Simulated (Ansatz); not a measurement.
The figure comes from a scan of WC (WC type, space group P-6m2): a phonon pattern at L = (0.5, 0.0, 0.5) is frozen into a 4-atom cell, Q being the largest atomic displacement. All values below come from PBE (plane waves to 420 eV, PAW, scalar-relativistic; Ansatz, an electronic-structure program). k mesh 18×18×18 (Γ-centred), Fermi-Dirac smearing 0.05 eV. Energies are smeared free energies. With partly filled bands, energies and forces of such displacements shift with the k mesh and the smearing. Spin-orbit coupling is left out, though W is heavy. WC is run without spin polarisation. WC was relaxed with its symmetry unable to fall. The zero of ΔE is the undisplaced structure.

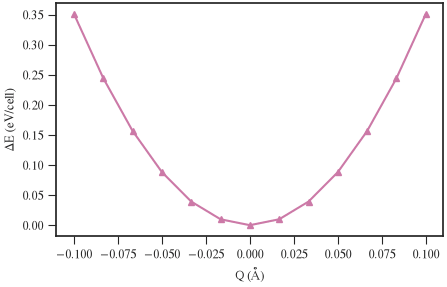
*ΔE (eV/cell) against Q (Å); computed points joined by lines.*

### Question
Turn the plot into a table (rounded to what can be read).

### Answer
To the nearest 0.005:

| Q (Å) | ΔE (eV/cell) |
|---|---|
| -0.100 | 0.350 |
| -0.083 | 0.245 |
| -0.067 | 0.155 |
| -0.050 | 0.090 |
| -0.033 | 0.040 |
| -0.017 | 0.010 |
| 0.000 | 0.000 |
| 0.017 | 0.010 |
| 0.033 | 0.040 |
| 0.050 | 0.090 |
| 0.067 | 0.155 |
| 0.083 | 0.245 |
| 0.100 | 0.350 |

(A displaced cell: forces are minus the slopes of the energy, force constants its curvatures, and phonons follow from these.)
